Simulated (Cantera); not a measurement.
Charge: 1 mol Pb, 0.41 mol H₂, at 9.00 Torr.

These are equilibrium values from Cantera (NASA tables, ideal gas, pure condensed phases), not measurements of a reactor. Candidate condensed phases: Pb; 4 gas species. Kinetics and transport are ignored.

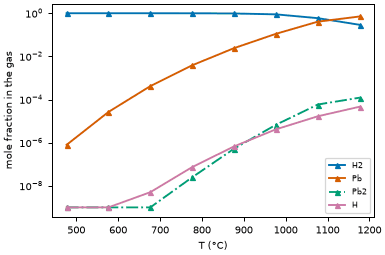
Figure. Equilibrium gas composition (values under 1e-9 drawn at 1e-9)

Question: Read off the mole fractions at 1077 °C.

Answer: H₂ about 0.59, Pb about 0.41, Pb₂ about 5.9e-5, H about 1.7e-5.
